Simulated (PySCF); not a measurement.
# BSiH3 (SMILES B[SiH]) at U-wB97X-V/STO-3G

Aim: the energy change on altering one bond length of BSiH3 at U-wB97X-V/STO-3G, from 2 runs. Input form: a Python script.

Program for the calculation: PySCF 2.14.0.

13 further runs of the same task are left out: 1 that didn't finish, 12 set aside as unsound or not needed.

**1. The structure to begin with**

BSiH3 has 5 atoms, charge 0, and is taken as a triplet. As SMILES, `B[SiH]`. The shape is that of a GFN2-xTB optimisation.

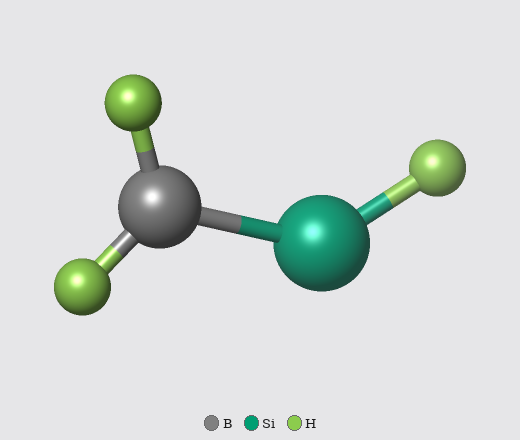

Viewed from a chosen angle; boron grey, silicon teal, hydrogen green.

**2. The energy at U-wB97X-V/STO-3G**

Input file mol.xyz:

```xyz
5

B     -0.206730    -0.708170     0.126670
Si     0.760780     0.829450    -0.350440
H     -1.303690    -0.620750     0.549520
H      0.263590    -1.779740     0.010050
H      0.486040     2.279200    -0.335800
```

Input file job.py:

```python
# B[SiH]
from pyscf import gto, dft

system = gto.Mole()
system.atom = 'mol.xyz'
system.max_memory = 1860
system.spin = 2
system.verbose = 3
system.basis = 'sto-3g'
system.build()

calc0 = dft.UKS(system, xc='wb97x-v')
calc0.grids.level = 5
calc0.nlcgrids.level = 1
calc0.conv_tol = 1e-10
calc0.kernel()
if not calc0.converged:
    calc0 = calc0.newton().run(calc0.mo_coeff, calc0.mo_occ)

e_final = calc0.e_tot
print('E(%s) = %.9f' % ('WB97X-V', e_final))
```

Command:

```
OMP_NUM_THREADS=1 python job.py
```

Standard output:

```text
WARN: HOMO -0.0739626501651831 >= LUMO -0.0881548943002207

converged SCF energy = -312.266293598227  <S^2> = 2.0006765  2S+1 = 3.0004509
E(WB97X-V) = -312.266293598
```

Run time: 16 s. Hardware: 1 thread of Arm Neoverse V2, shared host; peak memory 0.2 GiB.

**3. The distorted shape, same level**

Input file calc.py:

```python
from pyscf import gto, dft

system = gto.Mole()
system.atom = '''
B    0.670848  -0.778107  -0.211614
Si   1.638358   0.759513  -0.688724
H   -1.303690  -0.620750   0.549520
H    1.141168  -1.849677  -0.328234
H    1.363618   2.209263  -0.674084
'''
system.basis = 'sto-3g'
system.spin = 2
system.max_memory = 1860
system.verbose = 3
system.build()

mf = dft.UKS(system)
mf.xc = 'wb97x-v'
mf.nlcgrids.level = 1
mf.grids.level = 5
mf.conv_tol = 1e-10
mf.kernel()
if not mf.converged:
    mf = mf.newton().run(mf.mo_coeff, mf.mo_occ)

e_tot = mf.e_tot
print('E(%s) = %.9f' % ('WB97X-V', e_tot))
```

Command:

```
OMP_NUM_THREADS=1 python calc.py
```

Standard output:

```text
WARN: HOMO -0.0816992448604831 >= LUMO -0.0992906029330404

converged SCF energy = -312.102177651878  <S^2> = 2.1952898  2S+1 = 3.1274845
E(WB97X-V) = -312.102177652
```

Run time: 20 s. Hardware: 1 thread of Arm Neoverse V2, shared host; peak memory 0.2 GiB.

**4. Summary of results**

Level: U-wB97X-V/STO-3G.

```
                                                         quantity          value
                                        first shape: total energy  -312.26629 Eh
                                       first shape: dipole moment         1.73 D
                  first shape: HOMO energy (highest over α and β)       -5.46 eV
                   first shape: LUMO energy (lowest over α and β)        2.95 eV
                                                first shape: ⟨S²⟩          2.001
                                    distorted shape: total energy  -312.10218 Eh
                                   distorted shape: dipole moment         2.01 D
              distorted shape: HOMO energy (highest over α and β)       -5.51 eV
               distorted shape: LUMO energy (lowest over α and β)        2.72 eV
                                            distorted shape: ⟨S²⟩          2.195
energy change with the B1–H3 bond stretched from 1.179 to 2.122 Å       4.466 eV
```

In words: With the B1–H3 bond stretched from 1.179 to 2.122 Å the energy rises by 4.47 eV (431 kJ/mol). The first shape isn't relaxed at this level, so the change isn't measured from a minimum. The minimal basis adds a large error of its own. Mulliken charges (first shape) run from -0.12 on H5 to +0.33 on Si2. ⟨S²⟩ (distorted shape) is 2.20 where a pure triplet has 2.00: the reference is spin-contaminated.
